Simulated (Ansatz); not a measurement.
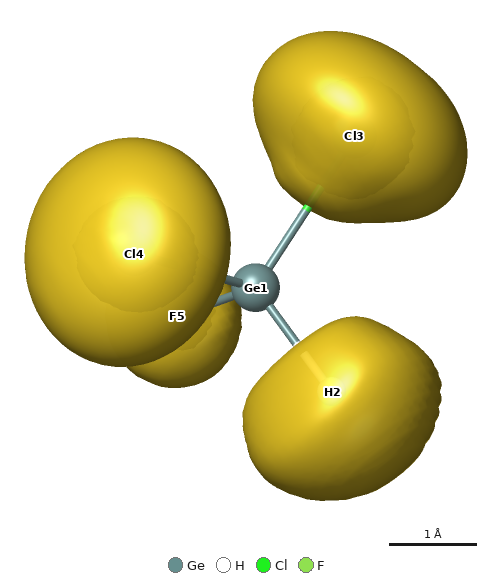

Figure 1: Cl₂FGeH. Isosurface of the electron localisation function at 0.75 (yellow), seen at an oblique angle. Core shells and regions of very low density are left out.

These are results of RKS PBE0-D4/def2-SVP in Ansatz, not measurements.

The calculation's input:

```
crystal:
  periodic: [false, false, false]
  atoms:
    - { symbol: Ge, position_ang: [0.0, 0.0, 0.0] }
    - { symbol: H, position_ang: [0.0, 0.0, 1.55] }
    - { symbol: Cl, position_ang: [2.0935, 0.0, -0.7393] }
    - { symbol: Cl, position_ang: [-1.0456, 1.8115, -0.7393] }
    - { symbol: F, position_ang: [-0.7913, -1.3709, -0.5594] }
basis:
  gaussian: { orbitals: def2-SVP }
hamiltonian:
  xc: pbe0
  dispersion: d4
relax:
  f_tol: 0.02
  max_steps: 40
output:
  orbitals: {}
```

Command:

```sh
ansatz run input.yaml --threads 1 --pin off --max-ram 2048MiB --backend cpu --events-out ev --progress --plain --runs-dir out
```

The fields are those of the run's last geometry, not of the input's.

> What do the ELF domains correspond to?

The surface consists of one region around a hydrogen nucleus, two regions wrapped around Cl (the valence shell of each) and one region wrapped around F (its valence shell). Profiles from the grid: Ge–F (1.72 Å): the ELF peaks at about 0.80 in the valence shell of F, 0.5 Å from its nucleus, and is about 0.25 at the midpoint. Ge–Cl (2.13 Å): the ELF peaks at about 0.85 in the valence shell of Cl, 0.8 Å from its nucleus, and is about 0.65 at the midpoint.
